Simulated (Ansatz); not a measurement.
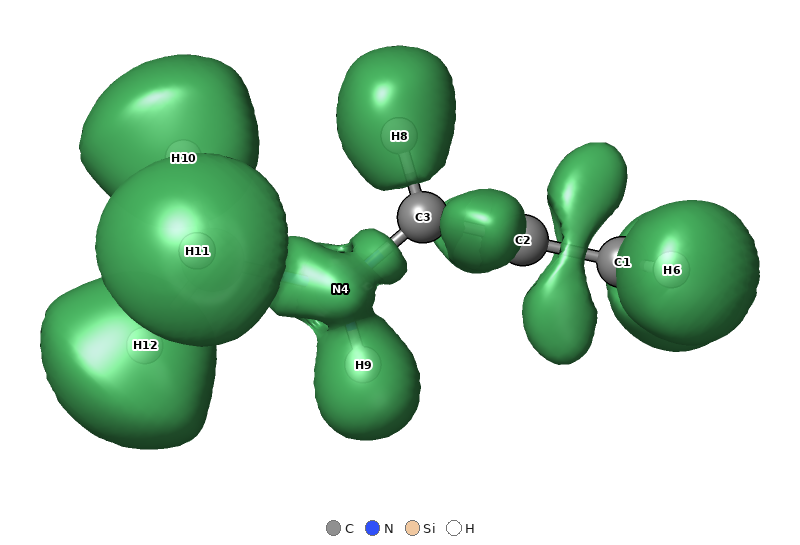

Figure 1: C₃H₇NSi. Isosurface of the electron localisation function at 0.75 (green), seen across its widest extent. Only the valence region is drawn (cores and ρ < 0.01 e/Å³ removed).

All numbers below come from Ansatz, RKS BHLYP/6-31G*.

Input

```
crystal:
  periodic: [false, false, false]
  atoms:
    - { symbol: C, position_ang: [-1.1715, 1.8768, 1.7068] }
    - { symbol: C, position_ang: [-0.6662, 0.8537, 1.2051] }
    - { symbol: C, position_ang: [-0.1388, -0.204, 0.6966] }
    - { symbol: "N", position_ang: [0.2315, -0.2786, -0.6306] }
    - { symbol: Si, position_ang: [0.9688, -1.4334, -1.5782] }
    - { symbol: H, position_ang: [-0.617, 2.7281, 2.1243] }
    - { symbol: H, position_ang: [-2.2708, 2.0374, 1.6858] }
    - { symbol: H, position_ang: [0.1859, -1.0451, 1.3237] }
    - { symbol: H, position_ang: [-0.0311, 0.59, -1.0856] }
    - { symbol: H, position_ang: [0.6993, -2.7749, -0.9909] }
    - { symbol: H, position_ang: [2.4029, -1.1148, -1.493] }
    - { symbol: H, position_ang: [0.484, -1.2904, -2.93] }
basis:
  gaussian: { orbitals: "6-31G*" }
hamiltonian:
  xc: { name: BHLYP }
relax:
  f_tol: 0.02
  max_steps: 50
output:
  orbitals: {}
```

Launched as:

```sh
ansatz run input.yaml --threads 2 --pin off --max-ram 3072MiB --backend cpu --events-out ev --progress --plain --runs-dir out
```

The fields are those of the relaxed geometry.

Question: What do the ELF domains correspond to?

Answer: The surface consists of two regions between bonded C–C atoms (shared pairs), six regions around hydrogen nuclei and one joined region spread over several atoms (H, N), in which their bonds and any lone pairs are merged.

Values along the shortest contacts:
C–C (1.30 Å): the ELF peaks at about 0.90 between the atoms; a multiple bond. C–N (1.40 Å): the ELF peaks at about 0.95 between the atoms; localised, covalent bonding.
